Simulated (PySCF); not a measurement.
Run report: ZrCl2F2, geometry relaxation

ZrCl2F2, computed with PBE0-D3(BJ)/def2-SVP geometry optimisation, gas phase (PySCF 2.14.0).

It belongs to a series of runs on one base structure; here: two ligands: Cl to F.

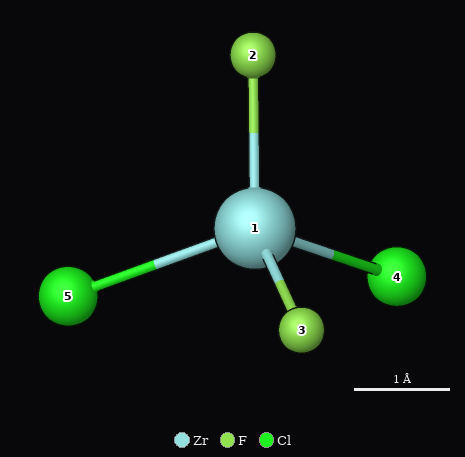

The input geometry (ball-and-stick view, seen at a tilt; atoms are numbered from 1 in the order of the input). Sticks mark near contacts.

**Summary**

- outcome: converged
- total energy: −1166.529307 hartree
- dipole moment: 0.22 D
- point group: C2v
- hardware: 1 CPU thread, shared host
- wall time: 47 s
- peak memory: 0.38 GiB

**Input**
```
{"job": {"xc": "PBE0", "basis": "def2-SVP", "d3": "d3bj", "grid": 1, "maxiter": 30, "shake": 0.03, "kind": "geom"}, "charge": 0, "multiplicity": 1}
Zr     0.217120    -0.076850     0.121480
F     -0.026780    -0.029200     1.930540
F      1.756180     0.006270    -0.698280
Cl    -0.889450     1.776440    -0.683180
Cl    -0.982220    -1.787130    -0.732680
```

The first line tells a small driver script what to run in PySCF; the rest is the geometry in Å.

Run as:
```bash
OMP_NUM_THREADS=1 python <driver script> task.json out
```

**What the program printed**
```
step   0  E = -1166.50330090  max force = 0.112040
step   1  E = -1166.52595599  max force = 0.013887
step   2  E = -1166.52794605  max force = 0.007397
step   3  E = -1166.52908446  max force = 0.004630
step   4  E = -1166.52918492  max force = 0.002197
step   5  E = -1166.52924032  max force = 0.002021
step   6  E = -1166.52922746  max force = 0.003753
step   7  E = -1166.52926226  max force = 0.002651
step   8  E = -1166.52928939  max force = 0.000800
step   9  E = -1166.52929681  max force = 0.000555
step  10  E = -1166.52930700  max force = 0.000417
optimisation converged
```

**Trajectory as extended XYZ (Å, eV, eV/Å), 11 frames, from step=0 to step=10**
```
5
Properties=species:S:1:pos:R:3:forces:R:3 step=0 energy=-31742.17161
Zr    0.2171   -0.0769    0.1215   -4.9268   0.6751   0.5205
F    -0.0268   -0.0292    1.9305    0.1518  -0.0257   2.7294
F     1.7562    0.0063   -0.6983    5.7613   0.1451  -2.4291
Cl   -0.8894    1.7764   -0.6832   -0.2667   0.6179  -0.2288
Cl   -0.9822   -1.7871   -0.7327   -0.7196  -1.4124  -0.5920
5
Properties=species:S:1:pos:R:3:forces:R:3 step=1 energy=-31742.78809
Zr    0.1539   -0.0498    0.1018    0.1480   0.2801  -0.0377
F    -0.0182   -0.0362    2.0111    0.2886  -0.0465  -0.7141
F     1.8928   -0.0059   -0.7080   -0.6502  -0.0977   0.6316
Cl   -0.9338    1.8554   -0.7087    0.0987  -0.1590   0.0778
Cl   -1.0199   -1.8740   -0.7583    0.1149   0.0232   0.0424
5
Properties=species:S:1:pos:R:3:forces:R:3 step=2 energy=-31742.84224
Zr    0.1302   -0.0355    0.0883    0.1061   0.0353  -0.2462
F    -0.0038   -0.0395    1.9773    0.1715  -0.0181  -0.1317
F     1.8873   -0.0165   -0.6401   -0.3244  -0.0527   0.3804
Cl   -0.9367    1.8693   -0.7207   -0.0141   0.0273  -0.0097
Cl   -1.0021   -1.8883   -0.7669    0.0610   0.0082   0.0073
5
Properties=species:S:1:pos:R:3:forces:R:3 step=3 energy=-31742.87322
Zr    0.0911   -0.0195    0.0599   -0.2167  -0.0472  -0.1184
F     0.0196   -0.0459    1.9384    0.0114   0.0034   0.1876
F     1.8799   -0.0359   -0.5058    0.2381   0.0098  -0.0088
Cl   -0.9462    1.9038   -0.7568   -0.0241   0.0380  -0.0320
Cl   -0.9696   -1.9129   -0.7979   -0.0086  -0.0040  -0.0284
5
Properties=species:S:1:pos:R:3:forces:R:3 step=4 energy=-31742.87595
Zr    0.0851   -0.0195    0.0563   -0.0797  -0.0284  -0.0169
F     0.0128   -0.0474    1.9385   -0.0146   0.0041   0.0611
F     1.8877   -0.0342   -0.4764    0.1130   0.0102   0.0049
Cl   -0.9473    1.9053   -0.7681   -0.0103   0.0076  -0.0236
Cl   -0.9635   -1.9146   -0.8124   -0.0083   0.0065  -0.0255
5
Properties=species:S:1:pos:R:3:forces:R:3 step=5 energy=-31742.87746
Zr    0.0794   -0.0209    0.0543    0.1039   0.0051   0.0681
F    -0.0178   -0.0501    1.9390   -0.0467   0.0015  -0.0646
F     1.9057   -0.0290   -0.4147   -0.0739   0.0058   0.0184
Cl   -0.9430    1.9013   -0.7943    0.0149  -0.0370  -0.0099
Cl   -0.9496   -1.9118   -0.8464    0.0017   0.0246  -0.0120
5
Properties=species:S:1:pos:R:3:forces:R:3 step=6 energy=-31742.87711
Zr    0.0786   -0.0226    0.0563    0.1930   0.0292   0.1250
F    -0.0660   -0.0516    1.9404   -0.0599  -0.0001  -0.1366
F     1.9235   -0.0238   -0.3484   -0.1703  -0.0007   0.0065
Cl   -0.9298    1.8910   -0.8269    0.0287  -0.0528  -0.0003
Cl   -0.9315   -1.9035   -0.8836    0.0085   0.0245   0.0055
5
Properties=species:S:1:pos:R:3:forces:R:3 step=7 energy=-31742.87806
Zr    0.0828   -0.0232    0.0601    0.1363   0.0264   0.0873
F    -0.0800   -0.0507    1.9418   -0.0491   0.0000  -0.0999
F     1.9261   -0.0227   -0.3457   -0.1222  -0.0038   0.0095
Cl   -0.9247    1.8851   -0.8323    0.0237  -0.0376  -0.0029
Cl   -0.9293   -1.8990   -0.8861    0.0112   0.0149   0.0060
5
Properties=species:S:1:pos:R:3:forces:R:3 step=8 energy=-31742.87880
Zr    0.0868   -0.0227    0.0634    0.0411   0.0140   0.0282
F    -0.0916   -0.0498    1.9415   -0.0404   0.0021  -0.0243
F     1.9263   -0.0227   -0.3463   -0.0251  -0.0033   0.0043
Cl   -0.9202    1.8806   -0.8359    0.0149  -0.0155  -0.0093
Cl   -0.9264   -1.8960   -0.8848    0.0094   0.0027   0.0012
5
Properties=species:S:1:pos:R:3:forces:R:3 step=9 energy=-31742.87900
Zr    0.0906   -0.0226    0.0672    0.0005   0.0078   0.0031
F    -0.1149   -0.0470    1.9422   -0.0286   0.0045  -0.0054
F     1.9310   -0.0222   -0.3357    0.0079  -0.0041   0.0096
Cl   -0.9120    1.8739   -0.8474    0.0101  -0.0025  -0.0088
Cl   -0.9199   -1.8926   -0.8884    0.0100  -0.0057   0.0016
5
Properties=species:S:1:pos:R:3:forces:R:3 step=10 energy=-31742.87928
Zr    0.0924   -0.0223    0.0691   -0.0086   0.0036  -0.0078
F    -0.1365   -0.0432    1.9413   -0.0215   0.0061  -0.0002
F     1.9356   -0.0223   -0.3207    0.0141  -0.0035   0.0122
Cl   -0.9043    1.8695   -0.8598    0.0071   0.0029  -0.0060
Cl   -0.9123   -1.8921   -0.8920    0.0088  -0.0091   0.0019
```

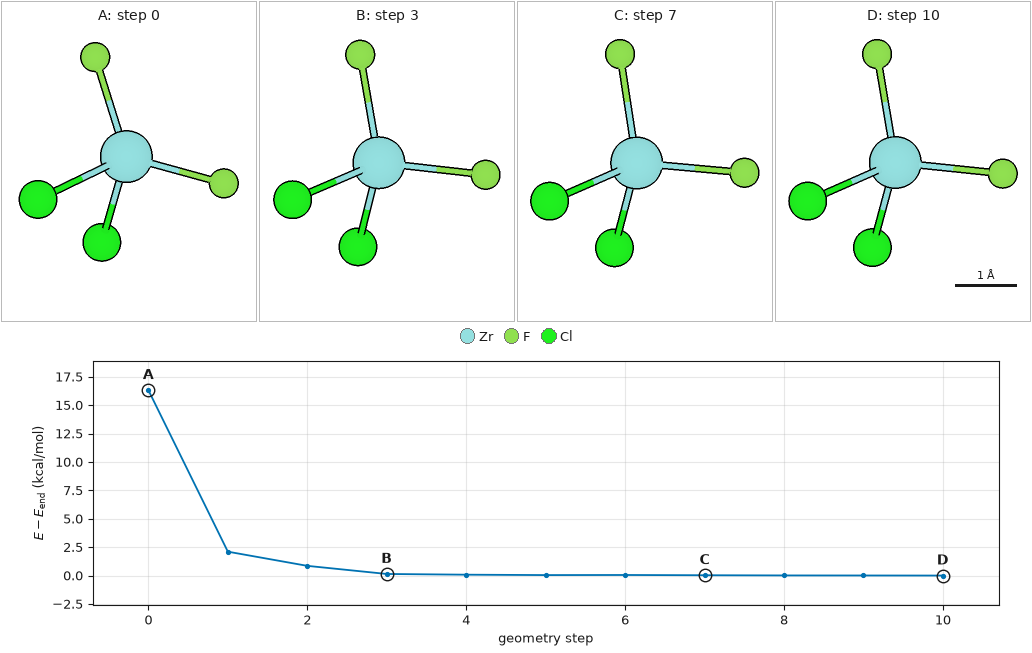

Frames of the relaxation (ball-and-stick view, seen at an oblique angle) above the curves, on which the letters mark them (steps are counted from 0).

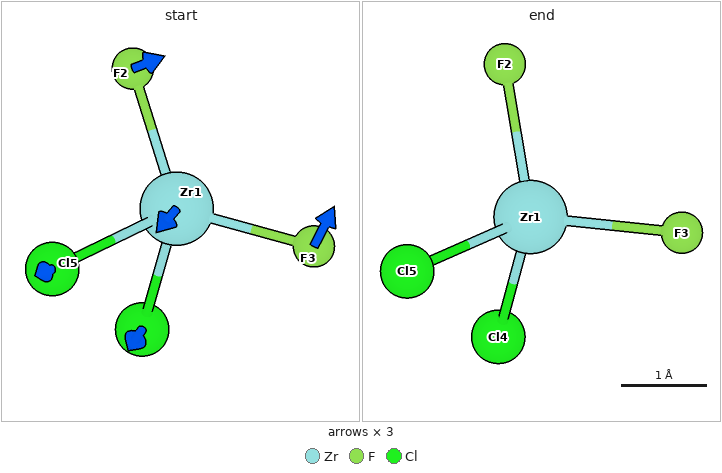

Before (left) and after (right) the relaxation, at one scale (ball-and-stick view, seen at an oblique angle). The blue arrows give the displacements, magnified 3 times. F3 moves most after the best rigid fit: 0.18 Å. By element the largest moves are F 0.18 Å, Cl 0.15 Å, Zr 0.14 Å. Among the contacts that change: Zr1–F3 1.746 → 1.884 Å, Zr1–Cl5 2.257 → 2.330 Å, Zr1–F2 1.826 → 1.886 Å, Zr1–Cl4 2.304 → 2.331 Å. Among the angles that change: F2–Zr1–F3 125.6° → 108.9°, F3–Zr1–Cl4 102.8° → 109.6°, F2–Zr1–Cl4 105.1° → 110.6°. Over 10 geometry steps the energy falls by 16.3 kcal/mol. The largest force component goes from 5.8 to 0.021 eV/Å. (Atoms are counted from 1 in the order of the input.)
